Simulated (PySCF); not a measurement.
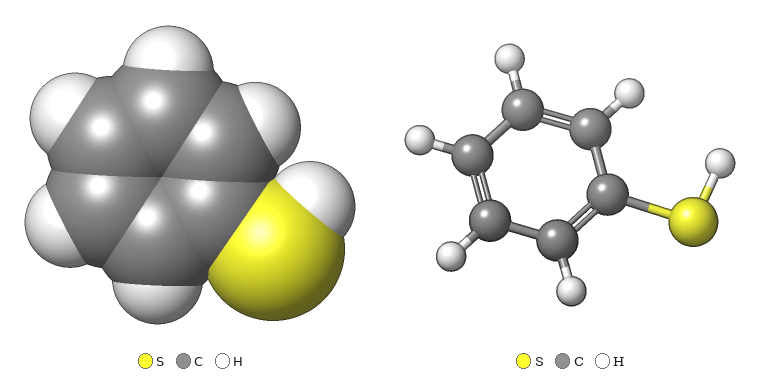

Both panels show the same species.

The geometry was computed by an optimisation with GFN2-xTB. No frequency run is at hand to confirm it as a minimum.

> What is the molecular formula?

C₆H₆S, 13 atoms: 6 carbon, 6 hydrogen and 1 sulfur.

> How many bonds of each kind are drawn?

6 C–C, 5 C–H, 1 C–S, 1 S–H.

> What is its SMILES?

Sc1ccccc1

> Name functional groups in it.

Among them: thiol.

More results for the same structure follow; atom numbers are the same in all pictures, views and colours differ.

## Symmetry

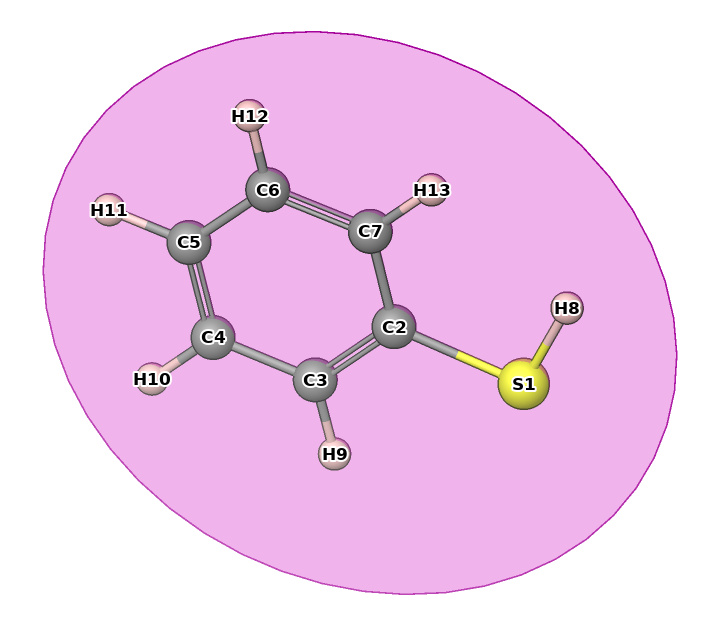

A disc through the centre of mass is drawn in. Depth is shown by fading: the farther an atom, the more it takes the colour of the background. No frequency run is at hand to confirm it as a minimum.

> Is the plane of the disc a mirror plane of the structure?

Yes. The reflection leaves S1, C2, C3, C4, C5, C6, C7, H8, H9, H10, H11, H12, H13 in place. The point group is Cs.

## Ring current

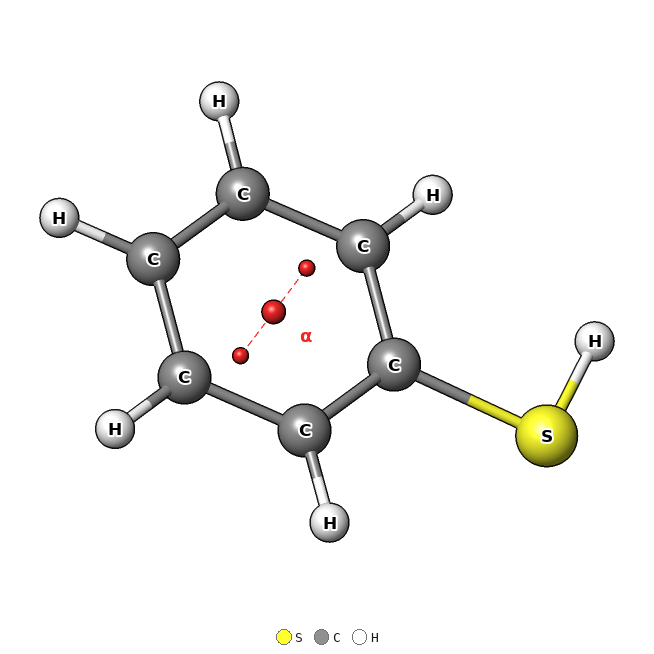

The small points mark where nucleus-independent chemical shifts (NICS) were computed: at the centre of each lettered ring and 1 Å above and below it. No frequency run is at hand to confirm it as a minimum. Level of theory: GIAO PBE0/pcSseg-1 NMR shielding, non-relativistic, gas phase (PySCF 2.14.0).

Give NICS(0), NICS(1) and the out-of-plane component NICS(1)zz for each ring (means of the two sides).

| ring | members | NICS(0) | NICS(1) | NICS(1)zz |
| --- | --- | --- | --- | --- |
| α | C6 | −8.3 | −10.7 | −26.8 |

Values in ppm.

> What do the values say about the ring currents?

Ring α: diatropic, as in an aromatic ring. NICS is one index among several.

## Dipole moment

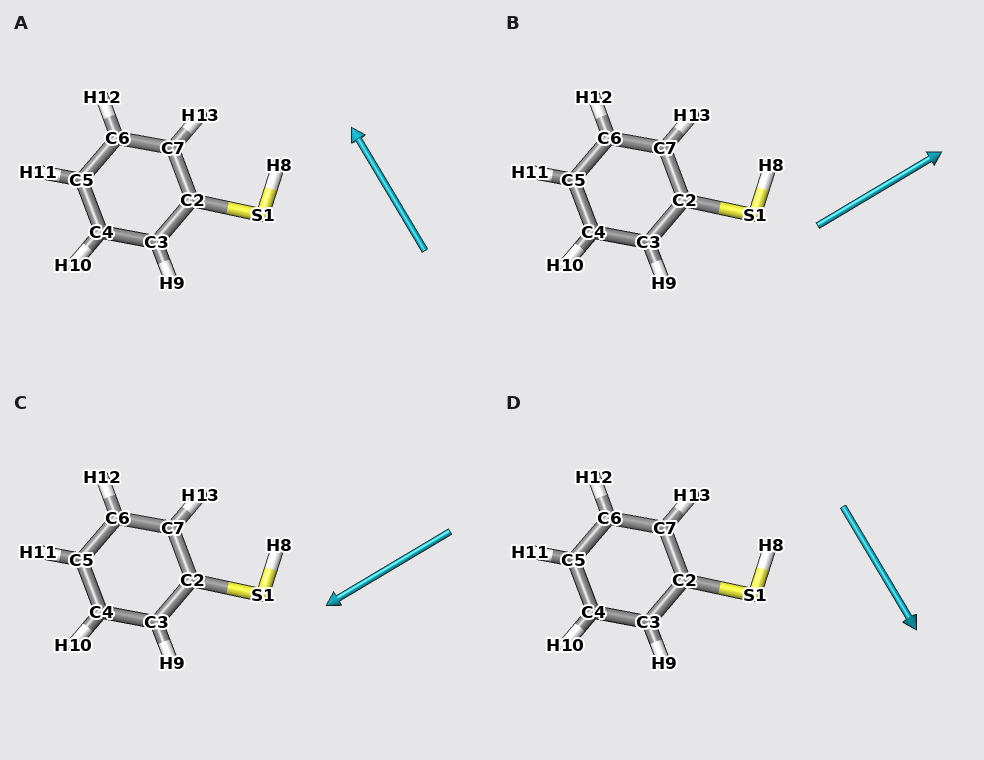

The same molecule four times, each with an arrow. No frequency run is at hand to confirm it as a minimum. Method: PBE0/pcSseg-1, gas phase (PySCF 2.14.0).

> Which arrow points along the dipole moment, from the negative to the positive end?

A. The dipole moment is 1.23 D; it points from the side of H9 to the side of H12 (the outermost atoms at the two ends).

## Charges

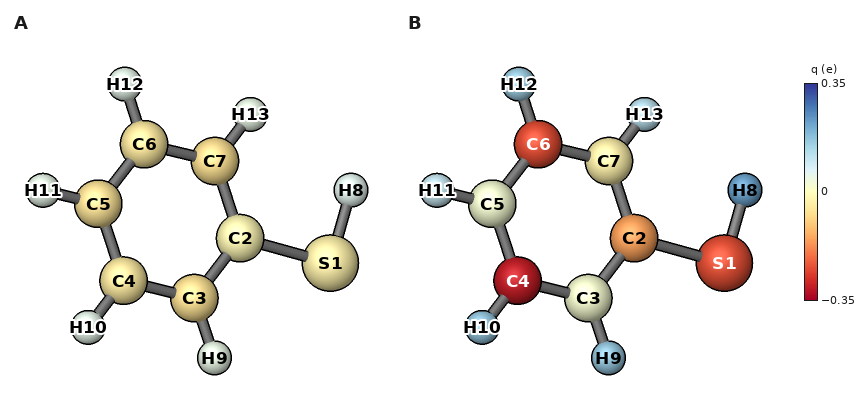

Atomic charges of one calculation by 2 schemes, on one colour scale. No frequency run is at hand to confirm it as a minimum. Level of theory: PBE0/pcSseg-1 (PySCF 2.14.0).

> The schemes are ESP-fitted, Hirshfeld. Which panel shows which?

A Hirshfeld, B ESP-fitted.

List the charges (e), one line for each set of equivalent atoms.

| atom | Hirshfeld | ESP-fitted |
| --- | --- | --- |
| S1 | −0.03 | −0.24 |
| C2 | −0.01 | −0.15 |
| C3 | −0.06 | 0.02 |
| C4 | −0.04 | −0.31 |
| C5 | −0.06 | 0.02 |
| C6 | −0.05 | −0.25 |
| C7 | −0.06 | −0.03 |
| H8 | 0.06 | 0.22 |
| H9 | 0.05 | 0.17 |
| H10 | 0.05 | 0.16 |
| H11 | 0.05 | 0.10 |
| H12 | 0.05 | 0.15 |
| H13 | 0.05 | 0.12 |

## NMR shielding

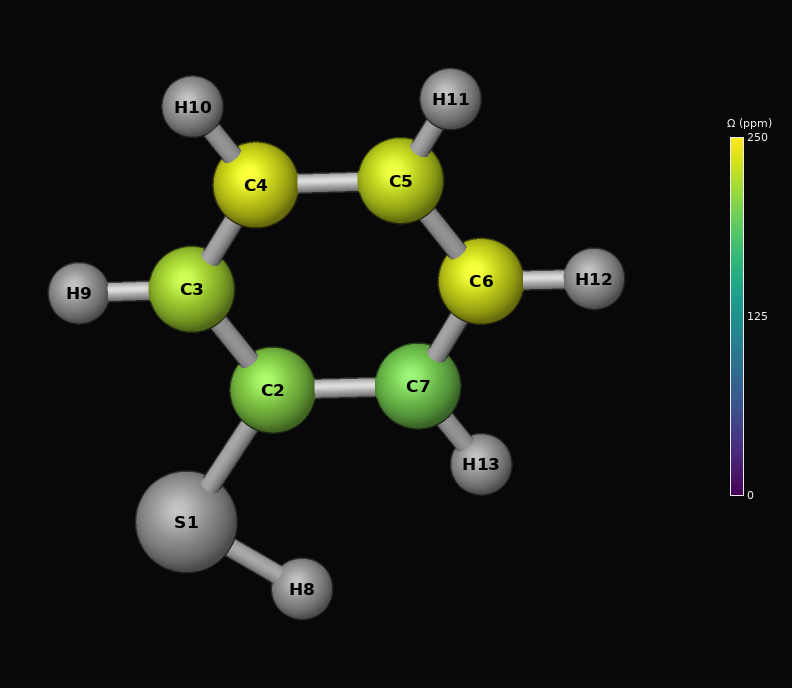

The C atoms are coloured by the span of their shielding tensor. No frequency run is at hand to confirm it as a minimum. Level of theory: GIAO PBE0/pcSseg-1 NMR shielding, non-relativistic, gas phase (PySCF 2.14.0). Principal shieldings σ11 ≤ σ22 ≤ σ33, span Ω = σ33 − σ11, skew κ = 3(σiso − σ22)/Ω.

Give the shielding tensors of the C atoms.

```csv
atom,σ11,σ22,σ33,σiso,Ω,κ
C2,−51.6,28.6,154.4,43.8,206.0,0.22
C3,−47.5,48.3,170.7,57.1,218.2,0.12
C4,−58.2,38.3,177.3,52.5,235.5,0.18
C5,−49.4,43.1,180.7,58.1,230.1,0.20
C6,−58.2,39.4,175.3,52.2,233.5,0.16
C7,−46.6,59.4,152.2,55.0,198.8,−0.07
```

Shieldings and span in ppm.
